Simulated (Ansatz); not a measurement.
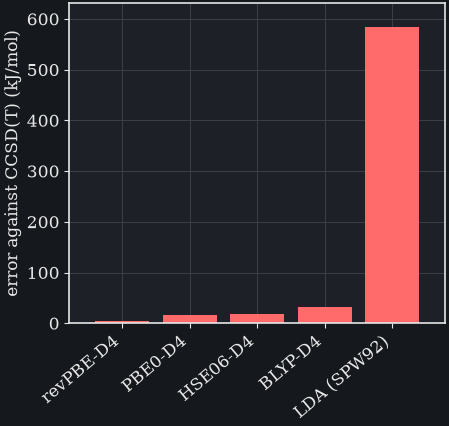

Error in the electronic atomisation energy (method less reference, so positive means overbinding) of CH₅AlBNO, SMILES B[N]1[AlH][C@@H]1O, singlet: functionals in def2-TZVPP against frozen-core CCSD(T) at the limit (MP2 extrapolated from triple and quadruple zeta, plus CCSD(T) less MP2 in a smaller set), which gives 3523.1 kJ/mol, at a PBE0-D4/def2-TZVP geometry (a minimum by its frequencies), no zero-point or spin-orbit term, the Ansatz code 0.2.0. The reference leaves out core correlation, a term that grows with the number of heavy atoms.

Question: Which of these levels overbind, and which underbind?

Answer: Overbind: BLYP-D4 and LDA (SPW92). Underbind: none clearly. Within 25 kJ/mol of zero, too close to call in view of what the reference leaves out: revPBE-D4, PBE0-D4 and HSE06-D4.

Question: Give the values.

Answer:
| level | kJ/mol |
| --- | --- |
| revPBE-D4 | 3.6 |
| PBE0-D4 | 15.3 |
| HSE06-D4 | 18.9 |
| BLYP-D4 | 31.1 |
| LDA (SPW92) | 584.1 |
